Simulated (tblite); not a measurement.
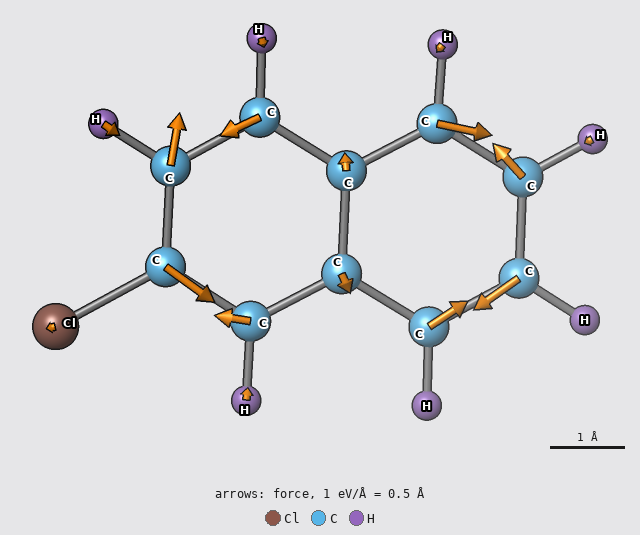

Starting geometry of C10H7Cl with the computed forces as orange arrows. Style: ball-and-stick. Shown face on.

All numbers below come from GFN2-xTB geometry optimisation, gas phase in tblite 0.8.0. 

**Is this structure relaxed? If not, where do the atoms go?**

It isn't relaxed: the largest force vector, on a C atom, is 1.71 eV/Å. The final displacements follow the starting forces only in part (cosine between the two patterns 0.70). The energy falls by 11.4 kJ/mol in 12 geometry steps. A C atom moves most after the best rigid fit: 0.033 Å. By element the largest moves are C 0.033 Å, H 0.023 Å, Cl 0.014 Å. Some distances before and after: C–C 1.402 → 1.367 Å, C–C 1.385 → 1.405 Å, C–H 1.098 → 1.079 Å, C–Cl 1.713 → 1.732 Å. Among the angles between lasting bonds that change: C–C–H 118.1° → 120.6°, Cl–C–C 120.6° → 118.6°. The run took 0.18 s on 2 threads of Intel(R) Xeon(R) Platinum 8259CL CPU @ 2.50GHz (shared host).
